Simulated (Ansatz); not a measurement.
GaSb, response to strain

Start from GaSb in the zinc blende structure (space group F-43m, No. 216; a = 6.214 Å).

Strains are applied to the cell and any free atomic positions relax.

The values are results of PBE (Ansatz, a program for electronic structure; PAW; 420 eV plane waves; scalar-relativistic without spin-orbit coupling), not measurements.

Notes on the quantities. energy relative to the base: free energy F.

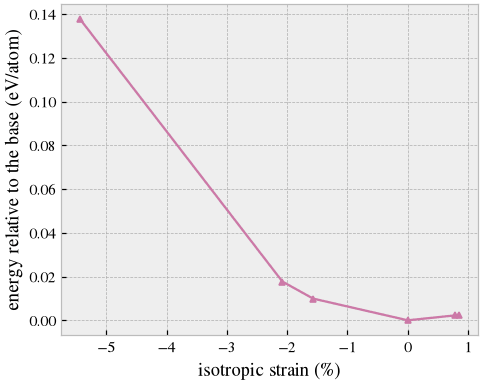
Fig. 1. Energy relative to the base against isotropic strain

```tsv
isotropic strain (%)	energy relative to the base
-5.43	+137 meV/atom
-2.08	+18 meV/atom
-1.57	+9.9 meV/atom
0.79	+2.3 meV/atom
0.85	+2.6 meV/atom
```

Stability against distortions was not tested. All final runs are without spin polarisation.
